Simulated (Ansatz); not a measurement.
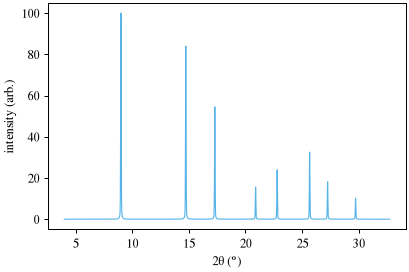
Fig. 1. Simulated powder pattern, Ag Kα, λ = 0.560885 Å

The pattern belongs to a structure relaxed with plane-wave PAW r²SCAN (Ansatz code).

Problem. Which compound is it?
A. Zr, diamond
B. Ti, diamond
C. Zr2C, P4/nmm (Zr on 2a, Zr on 2c, C on 2c)
D. Zn, diamond

Solution. A, Zr, diamond

Space group Fd-3m (diamond). The start of the workflow was typed in or built on a structure type; neither database checked (COD, Materials Project) lists it. It is not the phase usual at ambient conditions (space group No. 194). The cell was relaxed with r²SCAN under the symmetry of its start; its stability against distortions is not shown here. The run is not spin-polarised. The volume moved by -20 % from the start of the relaxation.

Potentials: the earlier of the program's two PAW sets.
